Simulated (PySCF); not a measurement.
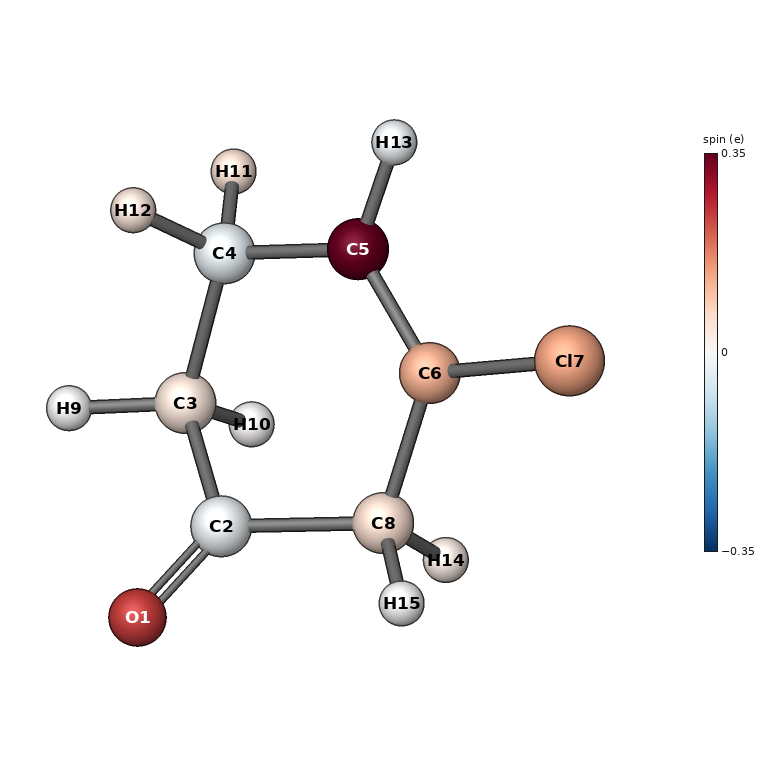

Atoms are coloured by their Mulliken spin populations. Charge +1, doublet. The geometry was computed by an optimisation with GFN2-xTB. No frequency run is at hand to confirm it as a minimum. Properties computed with UKS B3LYP, pcH-1 on C Cl H O, non-relativistic (PySCF 2.14.0).

List the Mulliken spin populations.

```csv
atom,value (e)
O1,0.24
C2,−0.02
C3,0.04
C4,−0.03
C5,0.35
C6,0.12
Cl7,0.14
C8,0.05
H9,0.00
H10,0.01
H11,0.05
H12,0.04
H13,−0.01
H14,0.03
H15,0.00
```

Mulliken values depend strongly on the basis set.
